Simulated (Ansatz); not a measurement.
# Decaying states in the gap of Sr2ZrSe4, part 2 of 3

Aim: relax a made-up compound, Sr2ZrSe4, and see how good a tunnel barrier it would be. It is built by putting Se for O, Zr for Hf in the Sr2HfO4 structure of space group I4/mmm, with the volume rescaled by atomic radii. The parent structure comes from the Materials Project.

Ansatz 0.2.0; r2SCAN DFT, plane waves, PAW files (the session's first sound run).

So far. Step 2 (Relaxing the new crystal): The largest force component on a free atom ends at 1.5e-4 eV/Å.

The structure was built from a prototype and need not be the compound's stable phase.

**3. Band edges**

The energy window and the wavevectors of the next steps follow from the band edges, so these are searched first, off the mesh as well.

Contents of input.yaml:

```yaml
crystal:
  lattice:
    - [-2.5786759036, 2.5786759036, 7.8731691575]
    - [2.5786759036, -2.5786759036, 7.8731691575]
    - [2.5786759036, 2.5786759036, -7.8731691575]
  atoms:
    - { symbol: Sr, position: [0.6397653718, 0.6397653718, 0.0] }
    - { symbol: Sr, position: [0.3602346282, 0.3602346282, 0.0] }
    - { symbol: Zr, position: [0.0, 0.0, 0.0] }
    - { symbol: Se, position: [0.5, 0.0, 0.5] }
    - { symbol: Se, position: [0.0, 0.5, 0.5] }
    - { symbol: Se, position: [0.8295296494, 0.8295296494, 0.0] }
    - { symbol: Se, position: [0.1704703506, 0.1704703506, 0.0] }
kpoints:
  mp_grid: { grid: [8, 8, 8] }
  band_path: { path: [VBM, CBM], npoints: 30 }
scf:
  occupations: { method: fixed }
hamiltonian:
  xc: r2scan
output:
  eigenvalues: true
  write_potential: true
  write_density: true
  volumetric_format: npy
```

On the command line:

```
> ansatz run input.yaml --threads 2 --pin off --max-ram 4096MiB --backend cpu --events-out ev --progress --plain --runs-dir out
```

Numbers of over 12 decimals in the logs are rounded to 6 here.

The log of the run:

```text
[...]
Crystal: 7 atoms, lattice volume = 209.413 Å³
Basis set: ecut = 500 eV, 5325 PW (Γ), FFT grids on a1−a2, a2, a1+a3, exchange–correlation on 216×256×160 points (64 copies of the dense FFT grid, shifted against one another)
Bands: 58, of which v1, the nominal top of the filled ones, is band 48 counted from 1 (47 counted from 0)
Symmetry: 16 space group operations
[...]
k-points: 59 of 512
[...]
SCF iter   1: F=—  HF=-33230.880952 eV  |F-HF|=—  |Δ(HF+E_count)|=         —  Δρ=7.39e-3  dr2=3.19e-1  dr2_τ=4.25e-2  ethr=1.77e-3  ⟨swp⟩=5.0  Hψ=11466  notcnv=0  defer=372
[...]
SCF iter   8: F=-33230.937802 eV  HF=-33230.937802 eV  |F-HF|=1.67e-8  |Δ(HF+E_count)|=   1.17e-7  Δρ=3.29e-6  dr2=4.37e-8  dr2_τ=4.13e-9  ethr=1.04e-10  ⟨swp⟩=14.6  Hψ=17464  notcnv=0
SCF 1 converged in 8 iterations: F = -33230.937802 eV  dr2 = 4.37e-8
[...]
NSCF: frozen V_eff on 30 k-points
[...]
SCF converged after 8 iterations
Free energy (F): -33230.937802 eV
[...]
Internal energy: -33230.937802 eV  (E = F + TS)
E sigma→0 (E₀):  -33230.937802 eV
Fermi energy:    7.218858 eV
[...]
--- Band table (eV; the first three rows and the last of 59) ---
  k-point 0: bands = [... 44 lower, 6.0043, 6.7292, 6.8833, 6.8833, 7.5279, 8.5889, 8.5889, 9.6050, ... 6 higher]
  k-point 1: bands = [... 44 lower, 5.9523, 6.3994, 6.6389, 6.6809, 8.1926, 8.6623, 8.8345, 10.2338, ... 6 higher]
  k-point 2: bands = [... 44 lower, 5.8347, 6.1775, 6.4551, 6.6450, 9.0505, 9.1290, 9.3890, 10.9840, ... 6 higher]
  k-point 58: bands = [... 44 lower, 5.7661, 5.8305, 6.4978, 6.4978, 7.5335, 9.2215, 9.2215, 9.5375, ... 6 higher]
```

Elapsed: 37 s, on 2 threads of AMD EPYC 9R45, shared host; peak memory 1.4 GiB.

Numbers from this step:

```
free energy         : -33230.9378 eV
Fermi energy        : 7.219 eV
gap on the k-mesh   : 0.3090 eV
gap on path         : 0.3090 eV, by band count; negative where bands overlap
direct gap on path  : 0.6446 eV
edge places on path : 0, 0.8615 1/A along the path
```

Electronic bands along the path, in eV, zero at the Fermi level (highest filled level under fixed occupations); v1 is the highest filled band, c1 the lowest empty one:

```tsv
point	v4	v3	v2	v1	c1	c2	c3	c4
VBM	-1.14	-0.98	-0.43	0.00	2.92	2.96	3.13	3.71
CBM	-1.21	-0.49	-0.34	-0.34	0.31	1.37	1.37	2.39
```

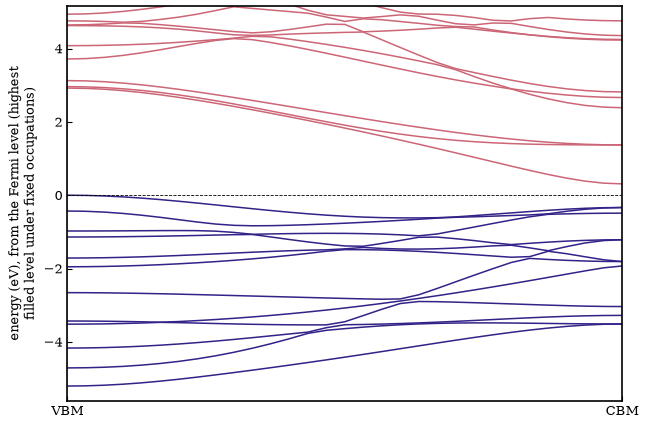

Electronic bands along the path; lines of filled and empty bands in two colours.

The searched edges give 0.309 eV, as on the mesh.

**4. Complex bands**

This step: r2SCAN DFT, plane waves, PAW files; complex bands by layer matching along the plane's normal (Ansatz 0.2.0).

The same crystal is laid in a cell whose first two vectors span the (001) plane (indices of the standard conventional cell, whose axes can be ordered otherwise than in the bulk input). At fixed energy and wavevector in the plane the solver finds all kz, real and complex. A few wavevectors are listed, (0, 0), (-0.5, -0.5) and (0.5, 0) in units of the plane's reciprocal vectors; the slowest state needn't be among them.

Contents of input.yaml:

```yaml
crystal:
  lattice:
    - [5.157351807, 0.0, 0.0]
    - [0.0, 5.157351807, 0.0]
    - [2.578675904, 2.578675904, 7.873169158]
  atoms:
    - { symbol: Sr, position: [0.3602346282, 0.3602346282, 0.2795307436] }
    - { symbol: Sr, position: [0.6397653718, 0.6397653718, 0.7204692564] }
    - { symbol: Zr, position: [0.0, 0.0, 0.0] }
    - { symbol: Se, position: [0.0, 0.5, 0.0] }
    - { symbol: Se, position: [0.5, 0.0, 0.0] }
    - { symbol: Se, position: [0.1704703506, 0.1704703506, 0.6590592988] }
    - { symbol: Se, position: [0.8295296494, 0.8295296494, 0.3409407012] }
kpoints:
  mp_grid: { grid: [6, 6, 6] }
scf:
  occupations: { method: fixed }
hamiltonian:
  xc: r2scan
output:
  eigenvalues: true
  transmission:
    leads: [[0, 0]]
    kpoints: [[0.0, 0.0], [-0.5, -0.5], [0.5, 0.0]]
    e_range: [-1.0, 1.31]
    de: 0.05
```

The log of the run:

```text
[...]
Crystal: 7 atoms, lattice volume = 209.413 Å³
Basis set: ecut = 500 eV, 5325 PW (Γ), exchange–correlation on 160×160×256 points (64 copies of the dense FFT grid, shifted against one another)
Bands: 58, of which v1, the nominal top of the filled ones, is band 48 counted from 1 (47 counted from 0)
Symmetry: 16 space group operations
[...]
k-points: 30 of 216
[...]
SCF iter   1: F=—  HF=-33230.879594 eV  |F-HF|=—  |Δ(HF+E_count)|=         —  Δρ=7.41e-3  dr2=3.20e-1  dr2_τ=4.25e-2  ethr=1.77e-3  ⟨swp⟩=5.0  Hψ=5813  notcnv=0  defer=184
[...]
SCF iter   8: F=-33230.936489 eV  HF=-33230.936489 eV  |F-HF|=1.68e-8  |Δ(HF+E_count)|=   1.12e-7  Δρ=3.29e-6  dr2=4.32e-8  dr2_τ=4.02e-9  ethr=1.04e-10  ⟨swp⟩=14.8  Hψ=8832  notcnv=0
SCF 1 converged in 8 iterations: F = -33230.936489 eV  dr2 = 4.32e-8
[...]
transmission: 15 of 45 steps passed
transmission: 30 of 45 steps passed
transmission: 45 of 45 steps passed
SCF converged after 8 iterations
Free energy (F): -33230.936489 eV
[...]
Internal energy: -33230.936489 eV  (E = F + TS)
E sigma→0 (E₀):  -33230.936489 eV
Fermi energy:    7.218883 eV
[...]
--- Band table (eV; the first three rows and the last of 30) ---
  k-point 0: bands = [... 44 lower, 6.0047, 6.7291, 6.8833, 6.8833, 7.5270, 8.5881, 8.5881, 9.6041, ... 6 higher]
  k-point 1: bands = [... 44 lower, 5.9841, 6.4993, 6.7611, 6.7611, 7.5284, 8.7618, 8.7618, 9.5895, ... 6 higher]
  k-point 2: bands = [... 44 lower, 5.8975, 6.0637, 6.5705, 6.5705, 7.5313, 9.0741, 9.0741, 9.5559, ... 6 higher]
  k-point 29: bands = [... 44 lower, 5.7054, 6.6545, 6.7884, 7.0556, 10.1659, 10.2037, 10.2792, 10.8888, ... 6 higher]
--- Transmission ---
  basis      : 277 plane waves across, 15 finite elements along
  points     : 3, as listed
  energies   : 47 from -1.000000 to 1.300000 eV about the Fermi level, 0.050000 eV apart; the leads are filled to 0.154073 eV, and channels, transmission and decay are at 0.150000 eV
  crystal 0  : Se4Sr2Zr1, at the sites [0, 0], period 7.8732 Å: whole cells are its period
    offset         : up to 0.0000 Å between an atom of the period and one for which it stands
    channels       : 0.000000e0 a spin
    conductance    : none, the energies end too early or step too widely for 300 K: set another output.transmission.e_range or a lower de, or, where they end at an eighth of basis.ecutwfc, a higher one
    slowest decay  : 0.1209 /Å at (-0.5000, -0.5000)
```

Run time: 65 s. Hardware: 2 threads; peak memory 1.4 GiB; 1.7 min of CPU time.

This step gave:

```yaml
free_energy: -33230.9365 eV
gap_on_the_k_mesh: 0.3081 eV
level_to_which_the_leads_are_filled: 0.1541 eV from the Fermi level
decay_constant_at_the_filling_level_zone_centre: 0.1737 Å⁻¹
decay_constant_at_the_filling_level_slowest_listed_point: 0.1209 Å⁻¹
```

K parallel (0, 0); values up to 1.5 1/Å, a degenerate pair printed once or twice; energies at which all values exceed this have no row. Table of Im kz of the slowest decaying states by energy, zero at the highest filled level on the SCF mesh:

```tsv
energy (eV)	decay 1 (Å⁻¹)	decay 2 (Å⁻¹)	decay 3 (Å⁻¹)	decay 4 (Å⁻¹)
-1.0000	0.305	0.380	0.552	0.694
-0.7500	0.0857	0.379	0.465	0.560
-0.5000	0.377	0.533	0.560	0.656
-0.2500	0.0961	0.119	0.374	0.556
0.0000	0.158	0.164	0.369	0.548
0.2500	0.182	0.189	0.363	0.484
0.5000	0.194	0.196	0.355	0.521
0.7500	0.184	0.203	0.346	0.502
1.0000	0.157	0.205	0.335	0.480
1.2500	0.0978	0.203	0.322	0.454
```

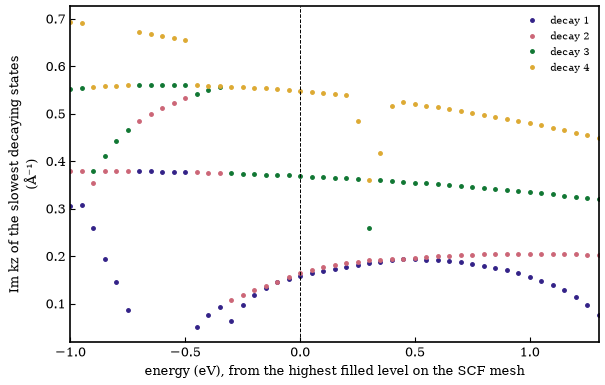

Im kz of the slowest decaying states, plotted against energy.

K parallel (-0.5, -0.5); values up to 1.5 1/Å, a degenerate pair printed once or twice; energies at which all values exceed this have no row. The Im kz of the slowest decaying states by energy, zero at the highest filled level on the SCF mesh:

```tsv
energy (eV)	decay 1 (Å⁻¹)	decay 2 (Å⁻¹)	decay 3 (Å⁻¹)	decay 4 (Å⁻¹)
-1.0000	0.0157	0.316	0.983	1.04
-0.7500	0.340	0.957	1.03	1.08
-0.5000	0.357	0.930	0.964	1.01
-0.2500	0.371	0.902	0.985	1.01
0.0000	0.00191	0.382	0.872	0.964
0.2500	0.153	0.390	0.841	0.941
0.5000	0.208	0.397	0.807	0.917
0.7500	0.245	0.403	0.770	0.892
1.0000	0.272	0.409	0.730	0.866
1.2500	0.292	0.416	0.685	0.837
```

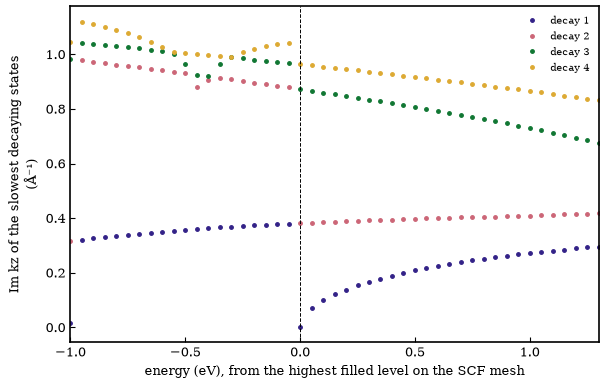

Im kz of the slowest decaying states, plotted against energy.

K parallel (0.5, 0); values up to 1.5 1/Å, a degenerate pair printed once or twice; energies at which all values exceed this have no row. The Im kz of the slowest decaying states by energy, zero at the highest filled level on the SCF mesh:

```tsv
energy (eV)	decay 1 (Å⁻¹)	decay 2 (Å⁻¹)	decay 3 (Å⁻¹)	decay 4 (Å⁻¹)
-1.0000	0.350	0.646	0.896	1.16
-0.7500	0.0899	0.235	0.642	0.881
-0.5000	0.376	0.635	0.864	1.11
-0.2500	0.171	0.414	0.626	0.847
0.0000	0.253	0.432	0.617	0.827
0.2500	0.304	0.440	0.608	0.807
0.5000	0.341	0.441	0.602	0.784
0.7500	0.367	0.435	0.600	0.759
1.0000	0.386	0.423	0.605	0.732
1.2500	0.399	0.402	0.622	0.702
```

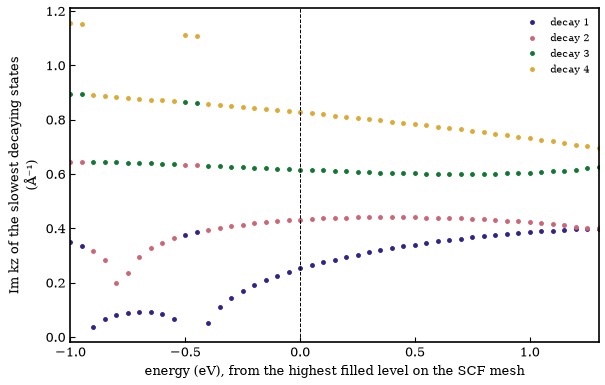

Im kz of the slowest decaying states, plotted against energy.

At +0.15 eV, the grid energy nearest the filling level (the middle of the gap on the SCF mesh), the slowest state at the listed wavevectors decays with κ = 0.121 Å⁻¹, its amplitude falling by e over 8.3 Å. Through 1 nm of this crystal that state's transmission falls by exp(−2 × 0.121 Å⁻¹ × 10 Å) = 0.089.

**5. Decay over the two-dimensional zone**

The listed points could miss the slowest state, so one energy near mid-gap is solved on a mesh of 8×8.

input.yaml: that of step 4 with these lines changed.

```diff
@@ -21,6 +21,2 @@
   eigenvalues: true
-  transmission:
-    leads: [[0, 0]]
-    kpoints: [[0.0, 0.0], [-0.5, -0.5], [0.5, 0.0]]
-    e_range: [-1.0, 1.31]
-    de: 0.05
+  transmission: { leads: [[0, 0]], kmesh: [8, 8], e_range: [0.15, 0.16], de: 0.05 }
```

The log of the run:

```text
[...]
Crystal: 7 atoms, lattice volume = 209.413 Å³
Basis set: ecut = 500 eV, 5325 PW (Γ), exchange–correlation on 160×160×256 points (64 copies of the dense FFT grid, shifted against one another)
Bands: 58, of which v1, the nominal top of the filled ones, is band 48 counted from 1 (47 counted from 0)
Symmetry: 16 space group operations
[...]
k-points: 30 of 216
[...]
SCF iter   1: F=—  HF=-33230.879594 eV  |F-HF|=—  |Δ(HF+E_count)|=         —  Δρ=7.41e-3  dr2=3.20e-1  dr2_τ=4.25e-2  ethr=1.77e-3  ⟨swp⟩=5.0  Hψ=5813  notcnv=0  defer=184
[...]
SCF iter   8: F=-33230.936489 eV  HF=-33230.936489 eV  |F-HF|=1.68e-8  |Δ(HF+E_count)|=   1.12e-7  Δρ=3.29e-6  dr2=4.32e-8  dr2_τ=4.02e-9  ethr=1.04e-10  ⟨swp⟩=14.8  Hψ=8832  notcnv=0
SCF 1 converged in 8 iterations: F = -33230.936489 eV  dr2 = 4.32e-8
[...]
transmission: 28 of 210 steps passed
transmission: 56 of 210 steps passed
[...]
transmission: 210 of 210 steps passed
SCF converged after 8 iterations
Free energy (F): -33230.936489 eV
[...]
Internal energy: -33230.936489 eV  (E = F + TS)
E sigma→0 (E₀):  -33230.936489 eV
Fermi energy:    7.218883 eV
[...]
--- Band table (eV; the first three rows and the last of 30) ---
  k-point 0: bands = [... 44 lower, 6.0047, 6.7291, 6.8833, 6.8833, 7.5270, 8.5881, 8.5881, 9.6041, ... 6 higher]
  k-point 1: bands = [... 44 lower, 5.9841, 6.4993, 6.7611, 6.7611, 7.5284, 8.7618, 8.7618, 9.5895, ... 6 higher]
  k-point 2: bands = [... 44 lower, 5.8975, 6.0637, 6.5705, 6.5705, 7.5313, 9.0741, 9.0741, 9.5559, ... 6 higher]
  k-point 29: bands = [... 44 lower, 5.7054, 6.6545, 6.7884, 7.0556, 10.1659, 10.2037, 10.2792, 10.8888, ... 6 higher]
--- Transmission ---
  basis      : 277 plane waves across, 14 finite elements along
  points     : 15, standing for a mesh of 8 x 8
  energies   : 1 from 0.150000 to 0.150000 eV about the Fermi level; the leads are filled to 0.154073 eV, and channels, transmission and decay are at 0.150000 eV
  crystal 0  : Se4Sr2Zr1, at the sites [0, 0], period 7.8732 Å: whole cells are its period
[...]
channels       : 0.000000e0 a spin
    conductance    : none, crystal 0 has no channel at the energies, or these end too early or step too widely for 300 K: set another output.transmission.e_range or a lower de, or, where they end at an eighth of basis.ecutwfc, a higher one
    slowest decay  : 0.1209 /Å at (0.5000, 0.5000)
```

Run time: 29 s. Hardware: 2 threads; peak memory 1.6 GiB; 56 s of CPU time.

This step gave:

```yaml
least_decay_constant_on_the_mesh: 0.1209 Å⁻¹
```

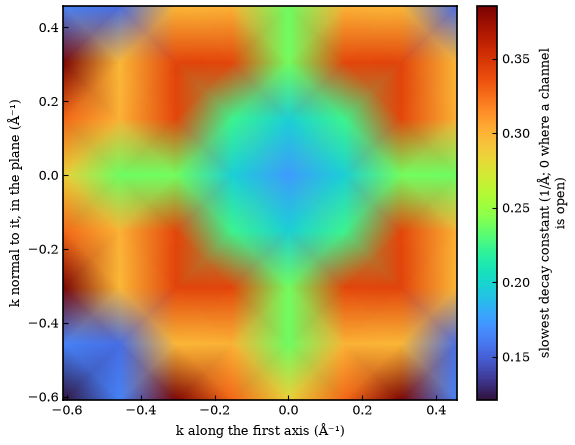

Slowest decay constant (1/Å; 0 where a channel is open) over k1 and k2. At 0.1500 eV from the Fermi level.

The least value on the mesh is 0.121 Å⁻¹ at +0.15 eV. At that energy the listed points give about 0.121 Å⁻¹ by interpolation, so the mesh holds no clearly slower state.

**6. Band edges at another level**

This step: PBEsol DFT, plane waves, PAW files (Ansatz 0.2.0).

The edges again with PBEsol, at the same atoms. Against that run the cutoff is 420 eV against 500.

Contents of input.yaml:

```yaml
crystal:
  lattice:
    - [-2.5786759036, 2.5786759036, 7.8731691575]
    - [2.5786759036, -2.5786759036, 7.8731691575]
    - [2.5786759036, 2.5786759036, -7.8731691575]
  atoms:
    - { symbol: Sr, position: [0.6397653718, 0.6397653718, 0.0] }
    - { symbol: Sr, position: [0.3602346282, 0.3602346282, 0.0] }
    - { symbol: Zr, position: [0.0, 0.0, 0.0] }
    - { symbol: Se, position: [0.5, 0.0, 0.5] }
    - { symbol: Se, position: [0.0, 0.5, 0.5] }
    - { symbol: Se, position: [0.8295296494, 0.8295296494, 0.0] }
    - { symbol: Se, position: [0.1704703506, 0.1704703506, 0.0] }
kpoints:
  mp_grid: { grid: [8, 8, 8] }
  band_path: { path: [VBM, CBM], npoints: 30 }
scf:
  occupations: { method: fixed }
hamiltonian:
  xc: pbesol
output:
  eigenvalues: true
```

The log of the run:

```text
[...]
Crystal: 7 atoms, lattice volume = 209.413 Å³
Basis set: ecut = 420 eV, 4123 PW (Γ), FFT grids on a1+a3, a2+a3, a3
Bands: 58, of which v1, the nominal top of the filled ones, is band 48 counted from 1 (47 counted from 0)
Symmetry: 16 space group operations
[...]
k-points: 59 of 512
[...]
SCF iter   1: F=—  HF=-32821.149781 eV  |F-HF|=—  |Δ(HF+E_count)|=         —  Δρ=2.52e-3  dr2=2.70e-2  ethr=1.77e-3  ⟨swp⟩=5.0  Hψ=11617  notcnv=0  defer=356
[...]
SCF iter   8: F=-32821.148212 eV  HF=-32821.148212 eV  |F-HF|=1.57e-8  |Δ(HF+E_count)|=   1.84e-7  Δρ=1.92e-6  dr2=1.40e-8  ethr=1.04e-10  ⟨swp⟩=13.7  Hψ=15833  notcnv=0
SCF 1 converged in 8 iterations: F = -32821.148212 eV  dr2 = 1.40e-8
[...]
WARN: the band path's VBM lies 0.038 eV over its CBM: any gap on the run's own k-points comes from their sampling
[...]
SCF converged after 8 iterations
Free energy (F): -32821.148212 eV
[...]
Internal energy: -32821.148212 eV  (E = F + TS)
E sigma→0 (E₀):  -32821.148212 eV
Fermi energy:    7.317499 eV
[...]
--- Band table (eV; the first three rows and the last of 59) ---
  k-point 0: bands = [... 44 lower, 6.1723, 6.8432, 7.0040, 7.0040, 7.2793, 8.3479, 8.3479, 9.3092, ... 6 higher]
  k-point 1: bands = [... 44 lower, 6.0623, 6.4698, 6.7481, 6.7883, 7.9660, 8.4024, 8.5975, 9.7726, ... 6 higher]
  k-point 2: bands = [... 44 lower, 5.9821, 6.2727, 6.5514, 6.7432, 8.7661, 8.8650, 9.1450, 10.5354, ... 6 higher]
  k-point 58: bands = [... 44 lower, 5.8211, 5.8744, 6.6468, 6.6468, 7.2854, 9.0349, 9.0349, 9.4104, ... 6 higher]
```

The job ended after 15 s (2 threads; peak memory 0.85 GiB; 30 s of CPU time).

The run converged, but its result is set aside: the filled and empty bands overlap, which fixed occupations can't describe.

[end of part 2 of 3]

[Logs are printed without paths, hosts, clocks, repeated set-up lines and the standing remarks that a program may print on its own settings, such as how far it seeks lower states.]

[Hosts, paths, dates, database ids (printed as entryN), source tags and the programs' standing remarks are cut or masked in the printed files.]
